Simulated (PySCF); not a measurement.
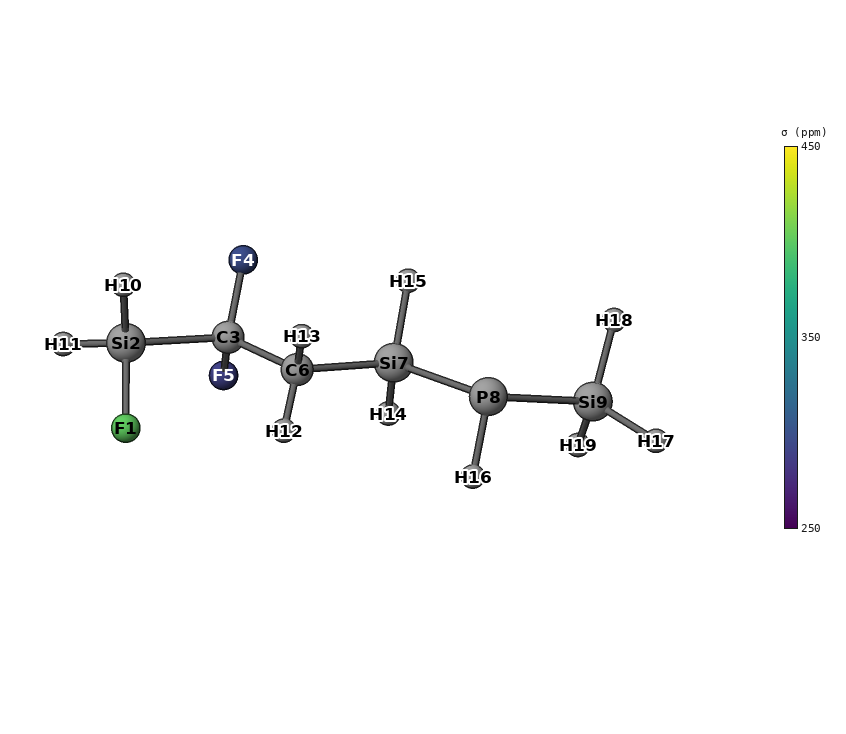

Atoms are coloured by their isotropic NMR shieldings (F only, the others grey). The geometry was computed by an optimisation with GFN2-xTB. No frequency run is at hand to confirm it as a minimum. Level of theory: GIAO PBE0/pcSseg-1 NMR shielding, non-relativistic, gas phase (PySCF 2.14.0).

Give the isotropic NMR shieldings of the F atoms atom by atom.

```tsv
atom	σ (ppm)
F1	401.3
F4	297.1
F5	289.7
```

The geometry is semi-empirical. Around P, Si such bond lengths and angles can be off by a tenth of an ångström or more and by several degrees, and values that hang on the shape move with them.
